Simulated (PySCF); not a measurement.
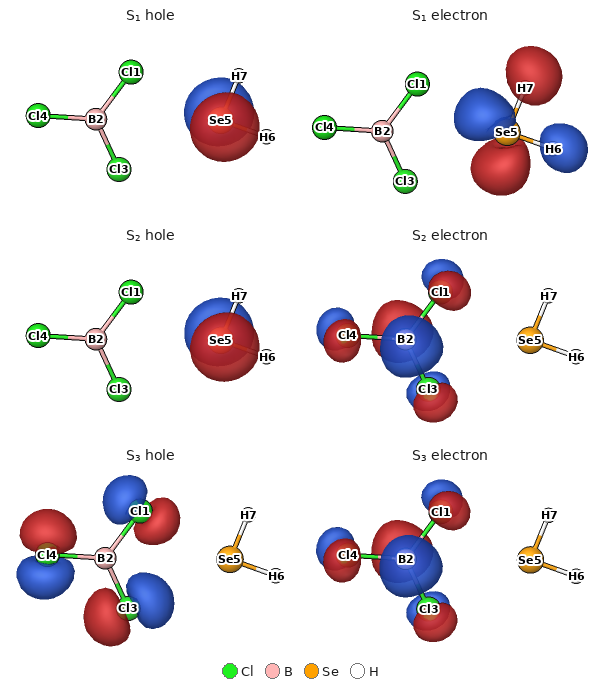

*BCl3H2Se, SMILES `ClB(Cl)Cl.[SeH2]`. Leading natural transition orbitals (TDA singlet states).*

Computed with PySCF, ωB97X/def2-SVP, geometry: GFN2-xTB. The pair's geometry is semi-empirical, so its contact may be too short or too long. GFN2-xTB bond lengths at metals and heavier atoms can be off by up to 0.1 Å and shapes distorted, which carries into these values. Without diffuse functions Rydberg states are missing, so the states' numbers hold for this basis only.

Q: Describe these excited states.

A: By state:
- S₁: 5.80 eV (214 nm), f = 0.000 (very weak); the leading pair carries 100 %; hole on Se5 (91 %), electron on Se5 (58 %), H7 (22 %) and H6 (14 %); their centroids lie 0.3 Å apart.
- S₂: 6.41 eV (193 nm), f = 0.008, charge transfer; the leading pair carries 100 %; hole on Se5 (89 %), electron on B2 (50 %), Cl1 and Cl3 (17 % each) and Cl4 (16 %); their centroids lie 3.6 Å apart; S₃ lies within 0.1 eV of it.
- S₃: 6.50 eV (191 nm), f = 0.000 (dark); the leading pair carries 100 %; hole on Cl3 (38 %), Cl4 (34 %) and Cl1 (22 %), electron on B2 (50 %), Cl3 and Cl4 (17 % each) and Cl1 (16 %); their centroids lie 0.2 Å apart; S₂ lies within 0.1 eV of it.
